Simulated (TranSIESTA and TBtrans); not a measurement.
Device: Sn chain bridged by a linear CO unit along the axis. Leads: straight Sn chain, spacing 2.75 Å. Geometry: as built, not relaxed.

Method: TranSIESTA and TBtrans, PBE, DZP numerical orbitals (energy shift 0.15 eV), PseudoDojo norm-conserving scalar-relativistic potentials, mesh cutoff 200 Ry, 300 K, spin-polarised (collinear), no spin-orbit coupling; self-consistent non-equilibrium Green functions.

Energies count from the leads' Fermi level. Transmissions are for each spin. The energy step is 0.01 eV; narrower resonances are cut or missed.

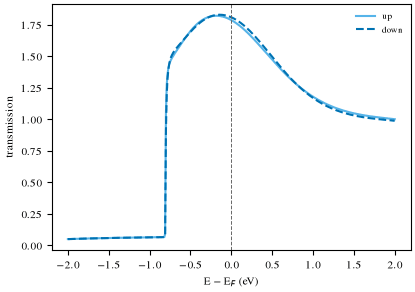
Transmission against energy

```csv
E (eV),T up,T down,lead channels up,down
-2.00,0.050,0.050,1,1
-1.80,0.054,0.054,1,1
-1.60,0.058,0.058,1,1
-1.40,0.060,0.060,1,1
-1.20,0.063,0.063,1,1
-1.00,0.065,0.064,1,1
-0.80,1.05,0.91,band edge,band edge
-0.60,1.61,1.62,3,3
-0.40,1.77,1.76,3,3
-0.20,1.82,1.83,3,3
0.00,1.79,1.81,3,3
0.20,1.69,1.72,3,3
0.40,1.55,1.57,3,3
0.60,1.40,1.42,3,3
0.80,1.28,1.28,3,3
1.00,1.18,1.17,3,3
1.20,1.11,1.09,3,3
1.40,1.06,1.05,3,3
1.60,1.03,1.02,3,3
1.80,1.02,1.00,3,3
2.00,1.00,0.99,3,3
```

Moments were seeded on the central atoms alone, and one start was tried. The straight chain is held at its spacing; free chains may zigzag or dimerise.
